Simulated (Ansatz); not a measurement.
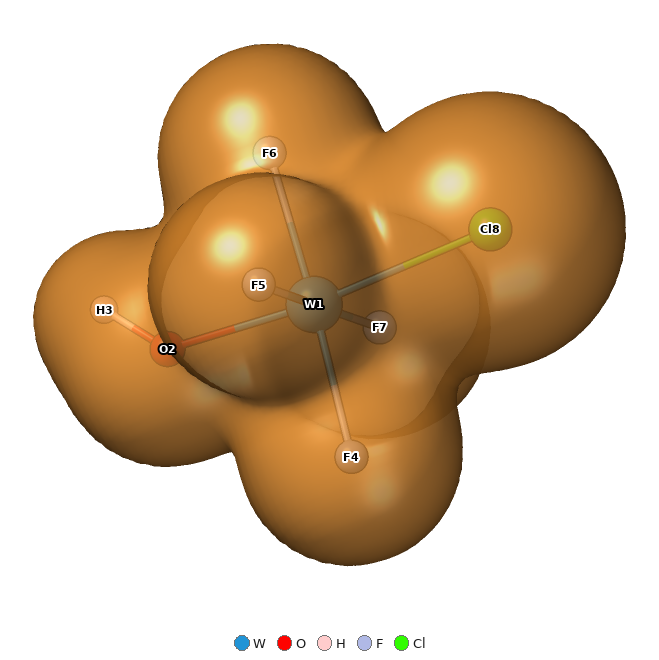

Figure 1: ClF₄HOW. Isosurface of the electron density at 0.05 e/Å³ (orange), seen at a tilt.

Core potentials replace the inner electrons of W.

All numbers below come from RKS BLYP-D4/def2-SVP in Ansatz 0.2.0.

Input

```
crystal:
  periodic: [false, false, false]
  atoms:
    - { symbol: W, position_ang: [0.0, 0.0, 0.0] }
    - { symbol: O, position_ang: [0.0, 0.0, 1.94] }
    - { symbol: H, position_ang: [-0.9095, -0.2814, 2.2771] }
    - { symbol: F, position_ang: [1.85, 0.0, 0.0] }
    - { symbol: F, position_ang: [0.0, 1.85, 0.0] }
    - { symbol: F, position_ang: [-1.85, 0.0, 0.0] }
    - { symbol: F, position_ang: [0.0, -1.85, 0.0] }
    - { symbol: Cl, position_ang: [0.0, 0.0, -2.39] }
basis:
  gaussian: { orbitals: def2-SVP }
hamiltonian:
  xc: blyp
  dispersion: d4
relax:
  f_tol: 0.02
  max_steps: 40
output:
  orbitals: {}
```

Launched as:

```sh
ansatz run input.yaml --threads 2 --pin off --max-ram 3072MiB --backend cpu --events-out ev --progress --plain --runs-dir out
```

The fields are those of the run's last geometry, not of the input's.

How is the density connected at this value?

At this value the surface is in one piece. It bridges the sampled W–F (1.87 Å), W–O (1.89 Å), W–Cl (2.33 Å) and O–H (0.98 Å) contacts, where the density stays above the isovalue. On the grid the lowest density along these lines, outside the cores, is 1 e/Å³ (W–F, 1.87 Å), 1.1 e/Å³ (W–O, 1.89 Å), 0.64 e/Å³ (W–Cl, 2.33 Å) and 2.2 e/Å³ (O–H, 0.98 Å).
